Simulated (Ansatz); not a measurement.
# CH2ClF (chlorofluoromethane) at BCCD(T)/STO-3G

Aim: the vertical ionisation energy of CH2ClF (chlorofluoromethane) at BCCD(T)/STO-3G, from 2 runs. 

Program for the calculation: Ansatz 0.2.0.

70 further runs of the same task are left out: 2 that didn't finish, 68 set aside as unsound or not needed.

### Step 1. The structure to begin with

CH2ClF: 5 atoms, total charge 0, spin state singlet. SMILES: `FCCl`. The shape is that of a PBE0-D4/def2-TZVP optimisation.

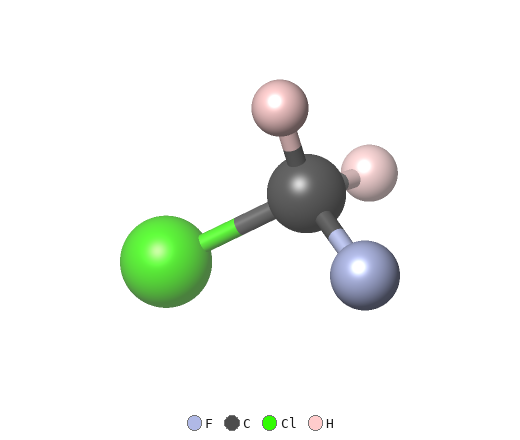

Viewed from a chosen angle; fluorine light blue, carbon dark grey, chlorine green, hydrogen pink.

### Step 2. The energy at BCCD(T)/STO-3G

File in.yaml:

```yaml
crystal:
  periodic: [false, false, false]
  atoms:
    - {symbol: F, position_ang: [-0.970450, 0.560520, 0.766500]}
    - {symbol: C, position_ang: [0.083560, 0.089320, 0.058070]}
    - {symbol: Cl, position_ang: [-0.422970, -1.232890, -0.998060]}
    - {symbol: H, position_ang: [0.832130, -0.302600, 0.745580]}
    - {symbol: H, position_ang: [0.477720, 0.885670, -0.572080]}
basis:
  gaussian: {orbitals: STO-3G}
correlation: {method: bccd_t, frozen_orbitals: {C: 1, Cl: 5, F: 1, H: 0}}
accuracy: high
scf: {omitted_lower_state_checks: [cluster_reference, increment]}
```

Launch:

```bash
ansatz run in.yaml --threads 1 --pin off --max-ram 3480MiB --events-out events.jsonl --progress --plain --runs-dir runs
```

What it wrote, shortened:

```text
Warning: RAYON_NUM_THREADS=1 ignored (pool sized by the plan → 1); use --threads N
Functional definition: HF
  name "HF"
[...]
375 factors; integrals over basis functions are off by at most 3.5e-8 eV
[...]
mean field -16086.53644884 eV, -591.1693106488 hartree, gradient 1.1e-8 eV, S^2 0.000000; 0 other end points of the search recorded, 0 dependent functions left out
7 core orbitals not correlated: weight in the atoms' cores, before any rotation towards them, 1.000 or more for the frozen orbitals, at most 0.000 for the correlated occupied ones
reference -16086.53644884 eV, -591.1693106488 hartree; 10, 10 occupied and 4, 4 virtual orbitals, 375 factors
second order -2.07606988 eV of doubles, -0.00000000 eV of singles
cycle   1  -2.49395146 eV  change   -4.2e-1 eV  update   5.6e-2
[...]
cycle  18  -2.71999022 eV  change   -2.2e-9 eV  update   1.7e-9
perturbative correction -0.05161288 eV, -0.0018967384 hartree
Total energy: -16089.30805194 eV, -591.2711651842 hartree
Checks for a lower state left out: cluster_reference, increment
```

It took 0.3 s on 1 thread of Arm Neoverse V1, shared host.

### Step 3. The doublet cation

File job.yaml:

```yaml
crystal:
  periodic: [false, false, false]
  atoms:
    - {symbol: F, position_ang: [-0.970450, 0.560520, 0.766500]}
    - {symbol: C, position_ang: [0.083560, 0.089320, 0.058070]}
    - {symbol: Cl, position_ang: [-0.422970, -1.232890, -0.998060]}
    - {symbol: H, position_ang: [0.832130, -0.302600, 0.745580]}
    - {symbol: H, position_ang: [0.477720, 0.885670, -0.572080]}
basis:
  gaussian:
    orbitals: STO-3G
scf:
  omitted_lower_state_checks: [cluster_reference, increment]
total_charge: 1
magnetization:
  spin_polarized: true
  initial_magnetization: 1
correlation:
  method: bccd_t
  frozen_orbitals: {C: 1, Cl: 5, F: 1, H: 0}
accuracy: high
```

Launch:

```bash
ansatz run job.yaml --threads 1 --pin off --max-ram 3480MiB --events-out events.jsonl --progress --plain --runs-dir runs
```

What it wrote, shortened:

```text
Warning: RAYON_NUM_THREADS=1 ignored (pool sized by the plan → 1); use --threads N
[... 2 set-up lines as earlier in the session ...]
[...]
375 factors; integrals over basis functions are off by at most 3.5e-8 eV
[...]
mean field -16076.61605041 eV, -590.8047427309 hartree, gradient 1.4e-8 eV, S^2 0.752868; 13 other end points of the search recorded, 0 dependent functions left out
7 core orbitals not correlated: weight in the atoms' cores, before any rotation towards them, 1.000 or more for the frozen orbitals, at most 0.000 for the correlated occupied ones
reference -16076.61605041 eV, -590.8047427309 hartree; 10, 9 occupied and 4, 5 virtual orbitals, 375 factors
second order -2.15715972 eV of doubles, -0.00000000 eV of singles
cycle   1  -2.57280511 eV  change   -4.2e-1 eV  update   7.4e-2
[...]
cycle  31  -2.89839601 eV  change   -1.7e-9 eV  update   1.8e-9
perturbative correction -0.20261698 eV, -0.0074460368 hartree
Total energy: -16079.71706341 eV, -590.9187028566 hartree
Checks for a lower state left out: cluster_reference, increment
```

Wall time 1.1 s (1 thread of Arm Neoverse V1, shared host).

### Step 4. Summary of results

Level: BCCD(T)/STO-3G, 7 core orbitals frozen.

```
                                                   quantity          value
                               singlet CH2ClF: total energy  -591.27117 Eh
singlet CH2ClF: correlation energy (7 core orbitals frozen)     -101.9 mEh
                             singlet CH2ClF: (T) correction      -1.90 mEh
                               doublet cation: total energy  -590.91870 Eh
doublet cation: correlation energy (7 core orbitals frozen)     -114.0 mEh
                             doublet cation: (T) correction      -7.45 mEh
          doublet cation: ⟨S²⟩ of the reference determinant          0.753
         vertical ionisation energy (to the doublet cation)       9.591 eV
```

In words: Removing an electron at fixed nuclei costs 9.59 eV (221 kcal/mol). In a minimal basis such a difference can be off by several eV, whatever the method. The triples (singlet CH2ClF) make up 1.9 % of the correlation energy. The triples (doublet cation) make up 6.5 % of the correlation energy.
